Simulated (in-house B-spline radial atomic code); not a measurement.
# S⁴⁺: a fraction of an electron moved 2s → 3d

Aim: the energy of S⁴⁺ as a fraction of an electron is moved 2s → 3d, to see how far it bends away from a straight line.

Program: in-house B-spline radial atomic code version 1. Level of theory: scalar-relativistic (spin-free one-electron X2C) CAM-B3LYP, spin-polarised, spherical fractional occupations, Fermi nucleus, basis-set limit. These are calculated values, not measurements, unless marked.

## (1) The atom as given

- element: sulfur (Z = 16)
- charge: +4
- electrons: 12
- configuration: [Ne] 3s2
- Hamiltonian: scalar-relativistic (X2C)
- nucleus: Fermi, rms radius 3.261 fm

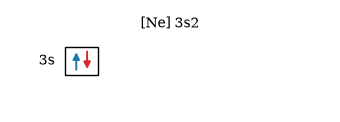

The shells outside the core, filled by Hund's rule for the drawing.

Where spins are not typed, each open shell is filled with up spins first.

## (2) The start, at fraction 0

The run's settings:

```ini
Z = 16
electrons = 12.0
configuration = [Ne] 3s2
hamiltonian = x2c
method = camb3lyp
spin_polarised = True
nucleus = fermi
rms_radius = 3.2611
mass_number = 32
atomic_mass = 31.97207117354
speed_of_light = 137.035999084
```

## (3) 0.125 electron moved 2s → 3d

Changes to the settings of step 2:

```diff
@@ -2,3 +2,3 @@
 electrons = 12.0
-configuration = [Ne] 3s2
+configuration = [He] 2s1.875 2p6 3s2 3d0.125
 hamiltonian = x2c
```

## (4) 0.25 electron moved 2s → 3d

Changes to the settings of step 3:

```diff
@@ -2,3 +2,3 @@
 electrons = 12.0
-configuration = [He] 2s1.875 2p6 3s2 3d0.125
+configuration = [He] 2s1.75 2p6 3s2 3d0.25
 hamiltonian = x2c
```

## (5) 0.375 electron moved 2s → 3d

Changes to the settings of step 4:

```diff
@@ -2,3 +2,3 @@
 electrons = 12.0
-configuration = [He] 2s1.75 2p6 3s2 3d0.25
+configuration = [He] 2s1.625 2p6 3s2 3d0.375
 hamiltonian = x2c
```

## (6) 0.5 electron moved 2s → 3d

Changes to the settings of step 5:

```diff
@@ -2,3 +2,3 @@
 electrons = 12.0
-configuration = [He] 2s1.625 2p6 3s2 3d0.375
+configuration = [He] 2s1.5 2p6 3s2 3d0.5
 hamiltonian = x2c
```

## (7) 0.625 electron moved 2s → 3d

Changes to the settings of step 6:

```diff
@@ -2,3 +2,3 @@
 electrons = 12.0
-configuration = [He] 2s1.5 2p6 3s2 3d0.5
+configuration = [He] 2s1.375 2p6 3s2 3d0.625
 hamiltonian = x2c
```

## (8) 0.75 electron moved 2s → 3d

Changes to the settings of step 7:

```diff
@@ -2,3 +2,3 @@
 electrons = 12.0
-configuration = [He] 2s1.375 2p6 3s2 3d0.625
+configuration = [He] 2s1.25 2p6 3s2 3d0.75
 hamiltonian = x2c
```

## (9) 0.875 electron moved 2s → 3d

Changes to the settings of step 8:

```diff
@@ -2,3 +2,3 @@
 electrons = 12.0
-configuration = [He] 2s1.25 2p6 3s2 3d0.75
+configuration = [He] 2s1.125 2p6 3s2 3d0.875
 hamiltonian = x2c
```

## (10) 1 electron moved 2s → 3d

Changes to the settings of step 9:

```diff
@@ -2,3 +2,3 @@
 electrons = 12.0
-configuration = [He] 2s1.125 2p6 3s2 3d0.875
+configuration = [He] 2s1 2p6 3s2 3d1
 hamiltonian = x2c
```

**Question.** How does the energy change with the fraction, and which way and how far does it bend from the straight line between the ends?

The runs gave:

| fraction | energy change (eV) | less the straight line (eV) | level 2s down (eV) | level 3d up (eV) | sum of <r²> (bohr²) |
| --- | --- | --- | --- | --- | --- |
| 0 | 0.0000 | 0.0000 | -280.20 | empty | 6.9290 |
| 0.125 | 30.8907 | -0.1181 | -281.36 | -34.034 | 7.3000 |
| 0.25 | 61.8286 | -0.1891 | -282.45 | -34.780 | 7.6412 |
| 0.375 | 92.8068 | -0.2198 | -283.49 | -35.521 | 7.9557 |
| 0.5 | 123.8185 | -0.2168 | -284.47 | -36.257 | 8.2462 |
| 0.625 | 154.8573 | -0.1869 | -285.39 | -36.988 | 8.5149 |
| 0.75 | 185.9165 | -0.1365 | -286.25 | -37.714 | 8.7638 |
| 0.875 | 216.9898 | -0.0721 | -287.06 | -38.435 | 8.9947 |
| 1 | 248.0707 | 0.0000 | empty | -39.153 | 9.2091 |

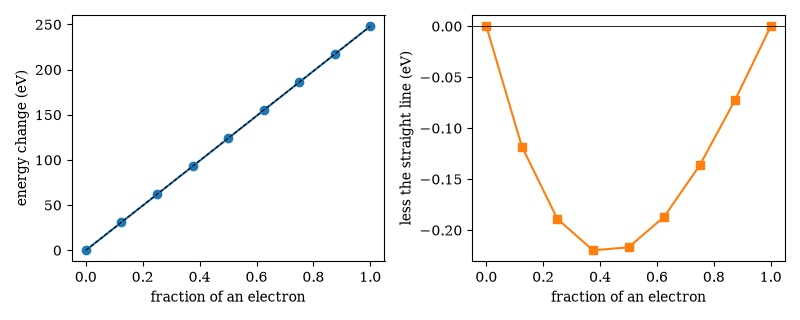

Energy against the fraction, with the straight line between the ends (left), and the difference from it (right).

**Reading.** From fraction 0 to 1 the energy changes by 248.071 eV. It sags under the straight line by up to 0.22 eV (at 0.375). Slater's transition state, the slope from the orbital energies at fraction 0.5 (Janak's theorem), gives 248.211 eV for the whole step. Here exact exchange is taken at spherical fractional occupations, which leaves self-interaction in open p, d and f shells; that spoils the energies somewhat, at whole numbers too.
